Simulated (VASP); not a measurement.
Band structure of MoS$_{2}$ (2H layered). All values below come from PBE GGA with spin-orbit coupling, VASP's PBE PAW potentials (set 64) (plane waves; VASP).

The path is coarsely sampled, so an indirect gap can come out somewhat too large. Without a dispersion term in the relaxation, distances and binding between the weakly bound layers, chains or molecules are unreliable, and so is what depends on them.

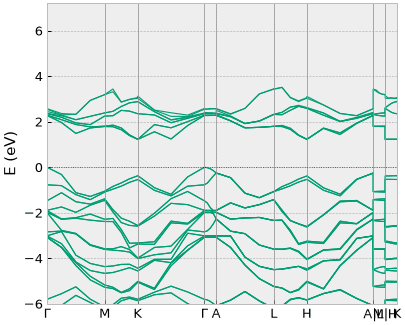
Figure: Bands along high-symmetry lines, zero at the valence-band maximum or, without a gap, the Fermi level

Read the plot: is there a gap, and where are the band edges?

The gap is indirect, 1.23 eV, from the valence maximum at Γ to the conduction minimum at H-K at 0.75.

The compound is MoS2 in the 2H layered structure. It was relaxed first, which changed the volume by +10 %.
